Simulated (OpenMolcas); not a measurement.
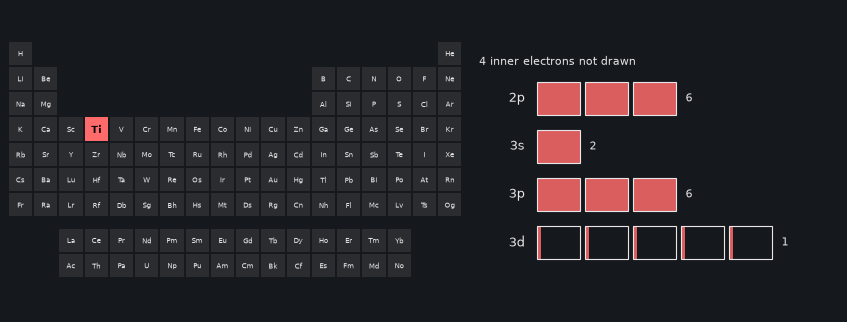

Left, the place of titanium in the periodic table; right, the outer shells of the leading configuration of the lowest level: a box for each of the 2l + 1 orbitals, shaded by the share of the shell that is filled, with the electron count at the right.

Multiconfigurational calculation for Ti³⁺ complex

Ti³⁺ with 6 ligands (O; octahedron, 2.069 Å), embedded in MgO by model potentials and point charges, whose field is part of the energies. Computed at this level: state-averaged CASSCF, active space 1 electron in the shell 3d, basis ANO-RCC-VTZP on the metal and ANO-RCC-VDZP on the ligands, DKH2 scalar Hamiltonian, spin-orbit coupling by RASSI with atomic mean-field integrals (OpenMolcas).

Log (extracts):
```
--- SEWARD ---
Basis set label: TI.ANO-RCC...6S5P3D2F1G.

      Electronic valence basis set:
      ------------------
      Associated Effective Charge  22.000000 au
      Associated Actual Charge     22.000000 au
      Nuclear Model: Point charge

      Shell  nPrim  nBasis  Cartesian Spherical Contaminant
         s      21       6        X
         p      15       5        X
         d      10       3                 X
         f       6       2                 X
         g       4       1                 X
                  Relativistic Douglas-Kroll-Hess integrals:
                    - DKH order of Hamiltonian: 2
                    - DKH order of Properties : 0
                  Atomic mean-field integrals
--- RASSCF ---
Wave function specifications:
      -----------------------------

      Number of closed shell electrons          78
      Number of electrons in active shells       1
      Max number of holes in RAS1 space          0
      Max nr of electrons in RAS3 space          0
      Number of inactive orbitals               39
      Number of active orbitals                  5
      Number of secondary orbitals             123
      Spin quantum number                      0.5
      State symmetry                             1
Orbital specifications:
      -----------------------

      Symmetry species                           1   2
                                                ag  au
      Frozen orbitals                            0   0
      Inactive orbitals                         18  21
      Active orbitals                            5   0
      RAS1 orbitals                              0   0
      RAS2 orbitals                              5   0
      RAS3 orbitals                              0   0
      Secondary orbitals                        61  62
      Deleted orbitals                           0   0
      Number of basis functions                 84  83
      Number of CSFs                             5
      Number of root(s) required                 5
      Iter CI   SX   CI       RASSCF       Energy    max ROT     max BLB   max BLB  Level Ln srch  Step   QN
          iter iter root      energy       change     param      element    value   shift minimum  type update
 Nr of preliminary CI iterations:   1
      Total energies have been shifted. Add                -1000.00 au
        1   1   12    0  -310.09890786    0.00E+00  -8.96E-02   13  58 1 -4.53E-01*  0.91   0.00    SX    NO
        2   1   13    0  -311.76563321   -1.67E+00* -7.64E-02   18  21 1  1.91E-01*  0.60   0.00    SX    NO
        3   1   12    0  -312.08471254   -3.19E-01* -3.35E-02   18  21 1  8.41E-02*  0.67   0.00    SX    NO
        4   1   12    0  -312.12526817   -4.06E-02* -1.72E-02   18  21 1  4.44E-02*  0.69   0.00    SX    NO
        5   1   11    0  -312.13548958   -1.02E-02* -1.71E-02   18  21 1  2.38E-02*  0.70   2.10    LS   YES
        6   1   11    0  -312.13936784   -3.88E-03*  8.91E-03   21  66 2 -5.66E-03*  0.71   1.11    QN   YES
        7   1   10    0  -312.13982446   -4.57E-04*  4.03E-03   21  66 2 -2.60E-03*  0.71   1.46    LS   YES
        8   1   10    0  -312.13987463   -5.02E-05* -5.94E-04    4  32 2 -3.87E-03*  0.71   1.02    QN   YES
        9   1    9    0  -312.13991824   -4.36E-05*  3.67E-04   13  20 1  5.81E-04*  0.71   1.25    QN   YES
       10   1    8    0  -312.13992383   -5.59E-06* -2.01E-04    8  22 1  2.99E-04*  0.71   1.30    QN   YES
       11   1    7    0  -312.13992495   -1.12E-06* -1.30E-04   13  20 1  1.54E-04*  0.71   1.44    QN   YES
       12   1    7    0  -312.13992525   -2.96E-07* -4.63E-05    8  22 1  5.09E-05   0.71   1.28    QN   YES
       13   1    6    0  -312.13992529   -4.71E-08*  1.34E-05    6  24 1  2.65E-05   0.71   1.34    QN   YES
       14   1    5    0  -312.13992530   -7.00E-09   4.57E-06    9  22 2  1.04E-05   0.71   2.50    QN   YES
      Convergence after 14 iterations
       15   1    5    0  -312.13992530    8.98E-10   4.57E-06   21  24 2  3.98E-06   0.71   2.50    QN   YES
      Natural orbitals and occupation numbers for root  1
      sym 1:   0.000000  -0.000000  -0.000000   1.000000   0.000000
      Natural orbitals and occupation numbers for root  2
      sym 1:   1.000000  -0.000000  -0.000000   0.000000  -0.000000
      Natural orbitals and occupation numbers for root  3
      sym 1:   1.000000   0.000000   0.000000   0.000000  -0.000000
::    RASSCF root number  1 Total energy:  -1312.17504344
::    RASSCF root number  2 Total energy:  -1312.17504344
::    RASSCF root number  3 Total energy:  -1312.17504344
::    RASSCF root number  4 Total energy:  -1312.08724809
::    RASSCF root number  5 Total energy:  -1312.08724809
--- RASSI ---
SPIN-FREE ENERGIES:
  (Shifted by EMIN (a.u.) =      -1312.1750434385)

 SF State       Relative EMIN(au)   Rel lowest level(eV)    D:o, cm**(-1)

     1             0.0000000000        0.0000000000              0.0000
     2             0.0000000000        0.0000000000              0.0000
     3             0.0000000000        0.0000000000              0.0000
     4             0.0877953449        2.3890330404          19268.8510
     5             0.0877953449        2.3890330404          19268.8510
     Dipole printing threshold changed to   1.00000000E+00
Eigenvalues of complex Hamiltonian:
   -----------------------------------
  (Shifted by EMIN (a.u.) =      -1312.1750434385)

 SO State       Relative EMIN(au)   Rel lowest level(eV)    D:o, cm**(-1)

     1            -0.0003059384        0.0000000000              0.0000
     2            -0.0003059384        0.0000000000              0.0000
     3            -0.0003059383        0.0000000000              0.0000
     4            -0.0003059383        0.0000000000              0.0000
     5             0.0006001341        0.0246554861            198.8599
     6             0.0006001341        0.0246554861            198.8599
     7             0.0878012162        2.3975178139          19337.2853
     8             0.0878012162        2.3975178139          19337.2853
     9             0.0878012162        2.3975178139          19337.2853
    10             0.0878012162        2.3975178139          19337.2853
Weights of the five most important spin-orbit-free states for each spin-orbit state.

 SO State  Total energy (au)           Spin-free states, spin, and weights
 -------------------------------------------------------------------------------------------------------
    1        -0.000306       3 0.5  0.6666    2 0.5  0.1667    1 0.5  0.1667    5 0.5  0.0001    4 0.5  0.0000
    2        -0.000306       3 0.5  0.6666    2 0.5  0.1667    1 0.5  0.1667    5 0.5  0.0001    4 0.5  0.0000
    3        -0.000306       1 0.5  0.5000    2 0.5  0.5000    4 0.5  0.0001    5 0.5  0.0000    3 0.5  0.0000
    4        -0.000306       1 0.5  0.5000    2 0.5  0.5000    4 0.5  0.0001    5 0.5  0.0000    3 0.5  0.0000
    5         0.000600       3 0.5  0.3333    1 0.5  0.3333    2 0.5  0.3333    4 0.5  0.0000    5 0.5  0.0000
    6         0.000600       3 0.5  0.3333    2 0.5  0.3333    1 0.5  0.3333    4 0.5  0.0000    5 0.5  0.0000
    7         0.087801       5 0.5  0.9999    3 0.5  0.0000    2 0.5  0.0000    1 0.5  0.0000    4 0.5  0.0000
    8         0.087801       5 0.5  0.9999    3 0.5  0.0000    2 0.5  0.0000    1 0.5  0.0000    4 0.5  0.0000
    9         0.087801       4 0.5  0.9999    1 0.5  0.0000    2 0.5  0.0000    3 0.5  0.0000    5 0.5  0.0000
   10         0.087801       4 0.5  0.9999    1 0.5  0.0000    2 0.5  0.0000    3 0.5  0.0000    5 0.5  0.0000
 -------------------------------------------------------------------------------------------------------
```

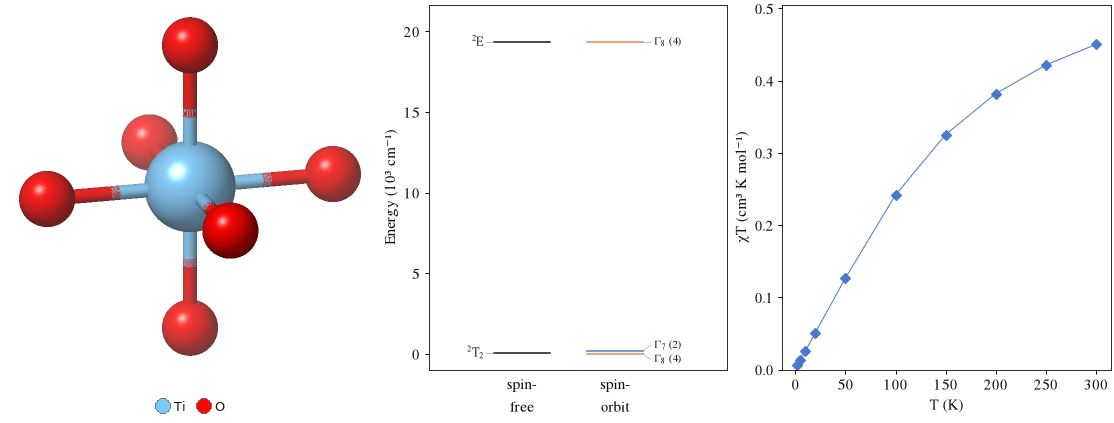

Ti³⁺ (3d) as a dopant in MgO, a cluster with its 6 nearest O²⁻ at 2.069 Å (octahedron) embedded in model potentials and point charges; the geometry was set, not optimised, and its levels and susceptibility. Labels give the representation in O, Td, D4 or D3 as the site allows (double group for half-integer spin) where it could be assigned and, in brackets, the degeneracy; spin-free states, where drawn, share the zero of the spin-orbit levels. Powder susceptibility by Van Vleck's formula. The ground level is Γ₈, 4-fold degenerate, 100 % from states of spin multiplicity 2. The next level lies at 199 cm⁻¹ (Γ₇). The lowest spin-free state is ²T₂; of the same spin there follows at 19,300 cm⁻¹ (²E) above it. A ligand-field fit to the spin-free states gives |10Dq| = 19,300 cm⁻¹. χT is 0.00566 cm³ K mol⁻¹ at 2 K and 0.450 at 300 K, an effective moment of 1.90 μB. The active orbitals hold 86 to 93 % metal character (Löwdin), and the Mulliken charge of the metal is +2.06.

Input file:
```
&GATEWAY
Basis set
Ti.ANO-RCC-VTZP.
Ti1 0.0 0.0 0.0 Angstrom
End of basis
Basis set
O.ANO-RCC-VDZP.
L1 2.069000 0.000000 0.000000 Angstrom
L2 0.000000 2.069000 0.000000 Angstrom
L3 0.000000 0.000000 2.069000 Angstrom
End of basis
Basis set
Mg.EMB-AIMP.Pascual.10s4p.1s1p.ECP.MgO.
PseudoCharge
* 3 symmetry-unique lattice sites within 7.6 angstrom
End of basis
Basis set
Mg.EMB-AIMP.Pascual.0s.0s.ECP.MgO.
PseudoCharge
* 40 symmetry-unique lattice sites within 7.6 angstrom
End of basis
Basis set
O.EMB-AIMP.Pascual.0s.0s.ECP.MgO.
PseudoCharge
* 55 symmetry-unique lattice sites within 7.6 angstrom
End of basis
Symmetry
XYZ
AngMom=0.0 0.0 0.0
AMFI
RICD
XField
997 Angstrom 0
* Evjen-weighted lattice charges
&SEWARD
&RASSCF
FileOrb=start.orb
Symmetry=1
Spin=2
nActEl=1 0 0
Inactive=18 21
Ras2=5 0
CIRoot=5 5 1
SDav=5
CIMx=300
Iter=150 100
PrWF=0.3
OrbListing=Nothing
MaxOrb=0
LevShft=1.0
>>> COPY $Project.JobIph JOB001
&RASSI
NrOfJobIphs=1 5
1 2 3 4 5
IphNames
JOB001
EJob
SpinOrbit
DIPRint=1.0
SOCoupling=1000.0
Subsets=2
Property=9
'ANGMOM' 1 'ANGMOM' 2 'ANGMOM' 3 'MLTPL  1' 1 'MLTPL  1' 2 'MLTPL  1' 3
'AMFI' 1 'AMFI' 2 'AMFI' 3
SOProperty=3
'ANGMOM' 1 'ANGMOM' 2 'ANGMOM' 3
```

The file start.orb holds starting orbitals from an earlier step. A driver script formed the levels outside the program, from RASSI's spin-orbit matrix and the active-space energies, averaged over the components of each term or state.

Command:
```bash
OMP_NUM_THREADS=1 MOLCAS_MEM=2457 MOLCAS_PROJECT=a pymolcas a.inp > a.log  # once for each step of the input, in one work folder
```

Key numbers:

- outcome: converged
- energy of the lowest spin-free term: −1312.17504 hartree
- energy of the lowest spin-orbit level: −1312.17535 hartree
- largest spread among components of a term: 0.0 cm⁻¹
- hardware: 1 thread of Arm Neoverse V2, 24 GiB of memory available, shared host
- wall time: 11 s
- peak memory: 0.2 GiB

Notes:

To bear in mind: the geometry is set by hand, with no relaxation.
